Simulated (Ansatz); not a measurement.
```sh
ansatz run in.yaml --threads 4 --pin off --events-out ev --progress --plain --max-ram 10444MiB
```

```yaml
crystal:
  periodic: [false, false, false]
  atoms:
    - {symbol: F, position_ang: [-1.009432, -0.997047, 1.034565]}
    - {symbol: C, position_ang: [-0.026790, -0.752368, 0.143727]}
    - {symbol: Cl, position_ang: [1.533195, -1.197884, 0.812517]}
    - {symbol: C, position_ang: [-0.058404, 0.737749, -0.214883]}
    - {symbol: F, position_ang: [0.860840, 1.007744, -1.137287]}
    - {symbol: F, position_ang: [0.151844, 1.508568, 0.841527]}
    - {symbol: F, position_ang: [-1.255943, 1.034798, -0.720970]}
    - {symbol: H, position_ang: [-0.195312, -1.341548, -0.759186]}
basis:
  gaussian: {orbitals: def2-TZVPP}
hamiltonian: {xc: r2scan, dispersion: d4}
output: {forces: true, orbitals: {seedname: orbitals}}
```

Describe the molecule in this file.

It has 8 atoms: 2 carbon, 1 hydrogen, 1 chlorine and 4 fluorine (C2HClF4). SMILES: `F[C@H](Cl)C(F)(F)F`. It has no ring. Among its groups: C–F bond, C–Cl bond. The point group is C1. Coordination: 2 C tetrahedral.

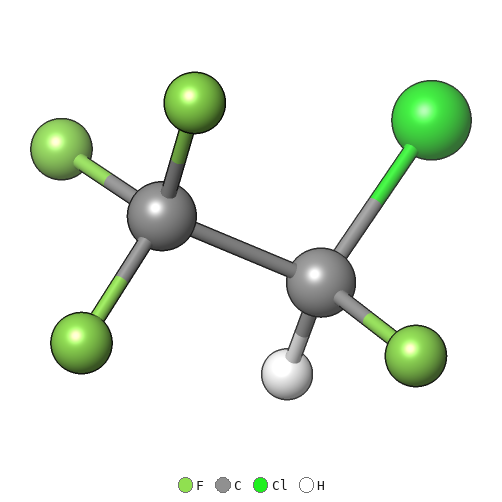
